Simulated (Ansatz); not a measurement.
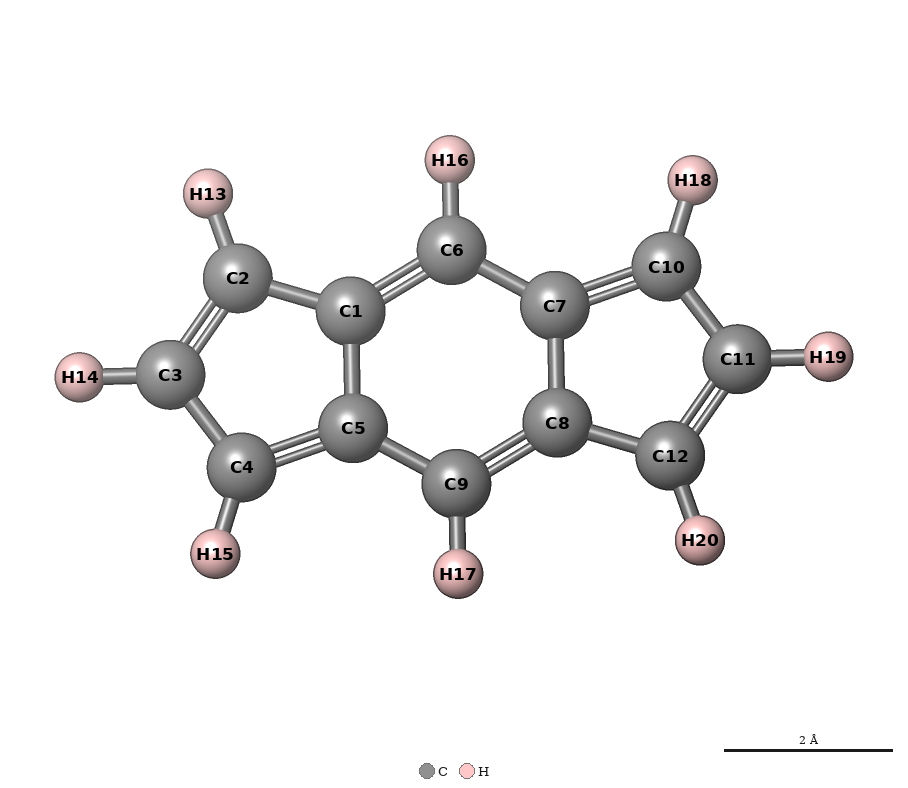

Simulated data, not a measurement (program: Ansatz).

Orthographic view. Atoms fade into the background with distance from the viewer. Geometry: a fixed input geometry, not necessarily a minimum.

Write a MOL file (V2000) with the atoms in numerical order, bonds sorted by atom number with the orders drawn, and coordinates in the frame of the picture: x right, y up, z towards the viewer, origin at the mean position.

```
C12H8
                    3D

 20 22  0  0  0  0  0  0  0  0999 V2000
   -1.2300    0.6600   -0.1600 C   0  0  0  0  0  0  0  0  0  0  0  0
   -2.5800    1.0600   -0.2900 C   0  0  0  0  0  0  0  0  0  0  0  0
   -3.3900   -0.0900   -0.1700 C   0  0  0  0  0  0  0  0  0  0  0  0
   -2.5300   -1.2000    0.0400 C   0  0  0  0  0  0  0  0  0  0  0  0
   -1.2000   -0.7300    0.0400 C   0  0  0  0  0  0  0  0  0  0  0  0
   -0.0300    1.4000   -0.2000 C   0  0  0  0  0  0  0  0  0  0  0  0
    1.2000    0.7300   -0.0400 C   0  0  0  0  0  0  0  0  0  0  0  0
    1.2300   -0.6600    0.1600 C   0  0  0  0  0  0  0  0  0  0  0  0
    0.0300   -1.4000    0.2000 C   0  0  0  0  0  0  0  0  0  0  0  0
    2.5300    1.2000   -0.0400 C   0  0  0  0  0  0  0  0  0  0  0  0
    3.3900    0.0900    0.1700 C   0  0  0  0  0  0  0  0  0  0  0  0
    2.5800   -1.0600    0.2900 C   0  0  0  0  0  0  0  0  0  0  0  0
   -2.9400    2.0700   -0.4500 H   0  0  0  0  0  0  0  0  0  0  0  0
   -4.4700   -0.1200   -0.2200 H   0  0  0  0  0  0  0  0  0  0  0  0
   -2.8500   -2.2300    0.1700 H   0  0  0  0  0  0  0  0  0  0  0  0
   -0.0500    2.4700   -0.3600 H   0  0  0  0  0  0  0  0  0  0  0  0
    0.0500   -2.4700    0.3600 H   0  0  0  0  0  0  0  0  0  0  0  0
    2.8500    2.2300   -0.1700 H   0  0  0  0  0  0  0  0  0  0  0  0
    4.4700    0.1200    0.2200 H   0  0  0  0  0  0  0  0  0  0  0  0
    2.9400   -2.0700    0.4500 H   0  0  0  0  0  0  0  0  0  0  0  0
  1  2  1  0
  1  5  1  0
  1  6  2  0
  2  3  2  0
  2 13  1  0
  3  4  1  0
  3 14  1  0
  4  5  2  0
  4 15  1  0
  5  9  1  0
  6  7  1  0
  6 16  1  0
  7  8  1  0
  7 10  2  0
  8  9  2  0
  8 12  1  0
  9 17  1  0
 10 11  1  0
 10 18  1  0
 11 12  2  0
 11 19  1  0
 12 20  1  0
M  END
```
